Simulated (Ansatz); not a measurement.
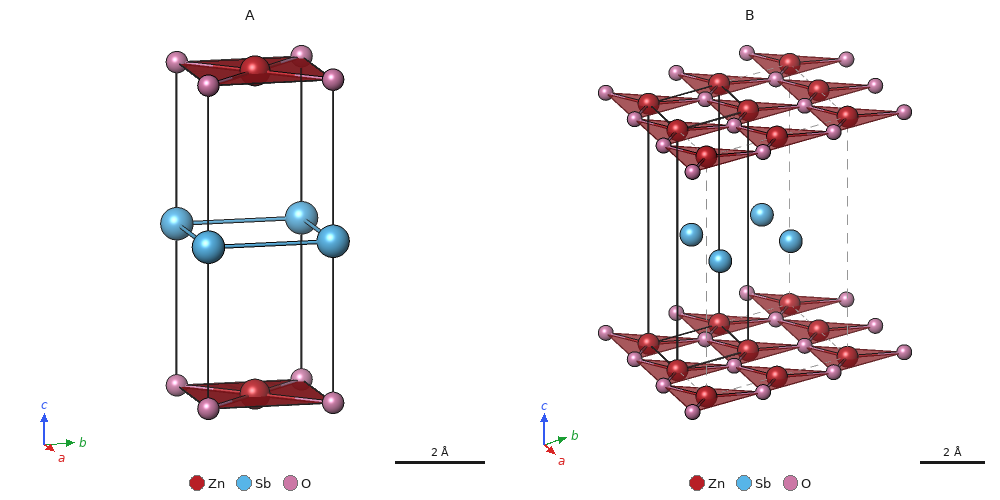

Two structures of ZnSbO, each relaxed to rest (conventional cells in solid outline, small ones repeated, not to one scale). Method: DFT PBE, scalar-relativistic, plane waves, PAW (Ansatz 0.2.0), without spin polarisation.

**State the structure in each panel.**

A: 3 atoms a cell on a primitive tetragonal lattice, P4/mmm. B: 3 atoms a cell on a primitive hexagonal lattice, P-6m2.

**Compare their energies: which is lower?**

B is lower, by 59 meV/atom at this level of theory (energies at zero smearing). Volumes: A 20.7, B 24.0 Å³/atom.

One or both may be structure types tried for this composition rather than known phases.
